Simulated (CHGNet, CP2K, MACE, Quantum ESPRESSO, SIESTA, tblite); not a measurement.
# Pressure against volume in glassy 58SiO2-42ZnO (mol %) (67 atoms), QE, PBE

Density of this cell: 3.19 g/cm³. The cell holds 67 atoms: 15 Si, 11 Zn and 41 O. Its edges and angles: a = 9.780 Å, b = 9.780 Å, c = 9.780 Å, α = 90.0°, β = 90.0°, γ = 90.0°. 67 atoms (15 Si, 11 Zn, 41 O) placed at random at 3.12 g/cm³, melted at 4000 K for 10 ps at fixed volume with the Morse and Coulomb pair potential with partial charges (Pedone, Malavasi, Menziani, Cormack and Segre, J. Phys. Chem. B 110, 11780 (2006)). Quenched from 4000 K to 300 K at 500 K/ps and fixed volume, held 10 ps at zero pressure. Then the atoms were relaxed with MACE MPA-0 medium in the fixed cell.

Calculated with Quantum ESPRESSO 7.5: PBE; plane waves, SSSP efficiency, 60/480 Ry; k-points Γ. The unchanged cell has V0 = 13.962 Å³ an atom and P0 = -0.422 GPa. It is scaled evenly, and MACE MPA-0 medium relaxes the atoms at each volume before the single point.

```
volume (Å³/atom)  pressure (GPa)
          13.125           3.488
          13.543               ?
          14.381          -2.228
          14.800          -3.542
```

**Question.** Fit a second-order expansion in ln V to the rows given and interpolate to the withheld row.

**Working.**

To second order in u = ln(V/V0), P = P0 − B u + ½ B B′ u², with B the bulk modulus at V0 and B′ its pressure derivative. So v = (P − P0)/u is a line in u, with intercept −B and slope ½ B B′.

| u | v (GPa) |
| --- | --- |
| -0.0618754 | -63.1915 |
| 0.0295588 | -61.1087 |
| 0.0582689 | -53.5449 |

With n = 3: mean u = 0.00865077, mean v = -59.2817, Σ(u − ū)² = 0.0078730, Σ(u − ū)(v − v̄) = 0.52220. Slope b = 0.52220 / 0.0078730 = 66.327; intercept a = v̄ − b ū = -59.855.

So B = 59.9 GPa and B′ = 2b/B = 2.2. At the withheld volume u = -0.03046, v = a + b u = -61.88 GPa, and P = P0 + u v.

Prediction at 13.543: 1.463 GPa. The run gave 1.290 GPa, so the fit is high by 0.17 GPa (13 % of the value).

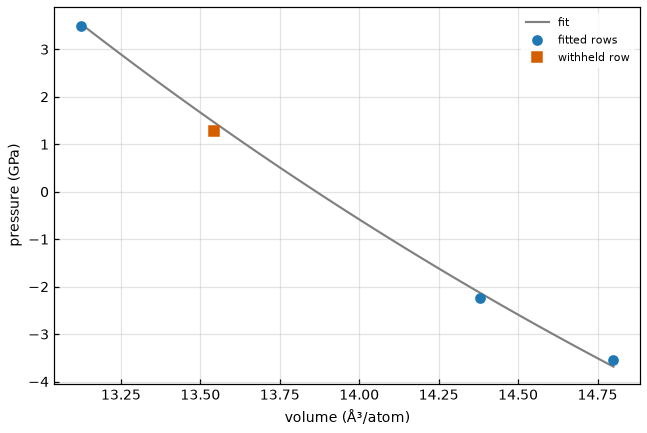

The fit, the rows that it rests on and the withheld row.

B′ = 2.2 rests on three points. Among the rows given, the largest miss of the fit is at 14.800, by 0.14 GPa (2.0 % of the range of the table).

Limits: Static cells at zero temperature, with the cell shape held. The atoms follow MACE MPA-0 medium, not this level's own minimum.

[Logs are printed without paths, hosts, clocks, repeated set-up lines and the standing remarks that a program may print on its own settings, such as how far it seeks lower states.]

[Hosts, paths, dates, database ids (printed as entryN), source tags and the programs' standing remarks are cut or masked in the printed files.]
